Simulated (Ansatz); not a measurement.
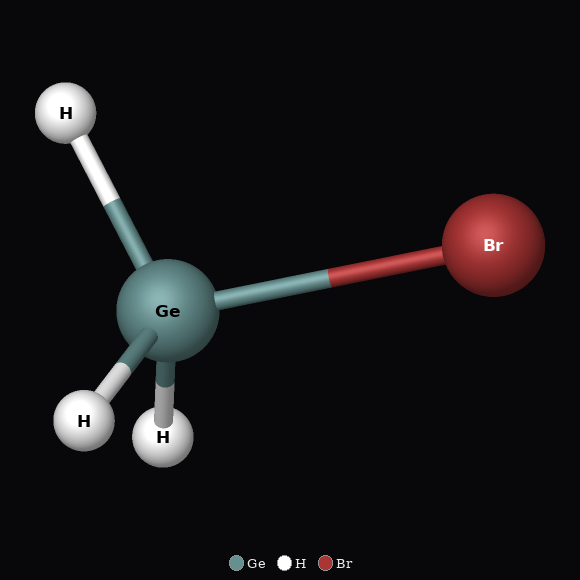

Sticks follow a distance rule. Harmonic vibrations computed with RKS PBE0-D4/def2-TZVP (Ansatz 0.2.0) at a stationary point of the same level.

> How many imaginary frequencies does it have?

A minimum: no imaginary frequency, and the lowest mode lies at 309 cm⁻¹.

> How many vibrational modes are there, and where do they lie?

9 modes: 309, 572, 572, 833, 870, 870, 2177, 2189, 2189 cm⁻¹.
